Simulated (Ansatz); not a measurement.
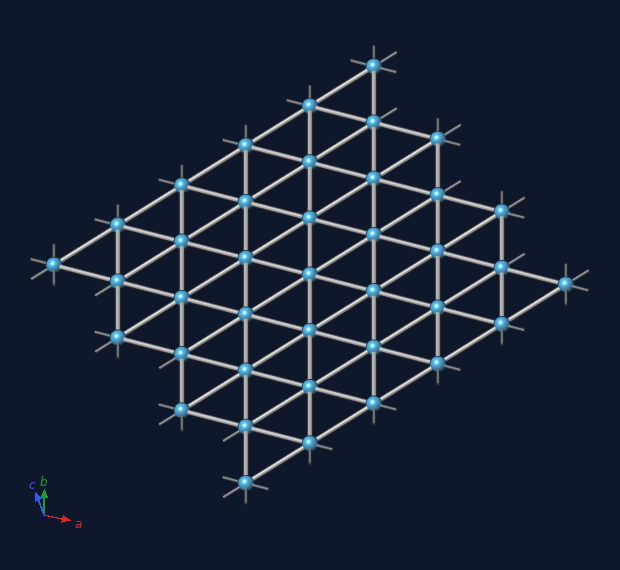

The picture shows a finite piece of the underlying net of a crystal structure, nodes on the atoms' positions. Nodes are coloured by topological kind. One layer is drawn. Short stubs are edges that leave the cut-out.

Question: What net is this?

Answer: A uninodal 6-connected, two-periodic (layers) net. It is the hxl net, known from the triangular lattice.

Question: Give point symbol and coordination sequence.

Answer: 3⁶·4⁶·5³, sequence 6, 12, 18, 24, 30.

Where the net comes from. System Mg₂WAu (space group P-6m2, No. 187); source of the atomic positions: the end point of a relaxation with DFT PBE, scalar-relativistic, plane waves, PAW (Ansatz 0.2.0); the starting structure was generated, so it need not be a known form of this composition. Bonds are taken as Au–Au below 3.3 Å and W–W below 3.3 Å; Mg is left out of the net, as the electropositive filling of the structure; no other contact counts. Simplification: prune 0- and 1-connected atoms, fold 2-connected ones into links. W and Au are 6-connected nodes.
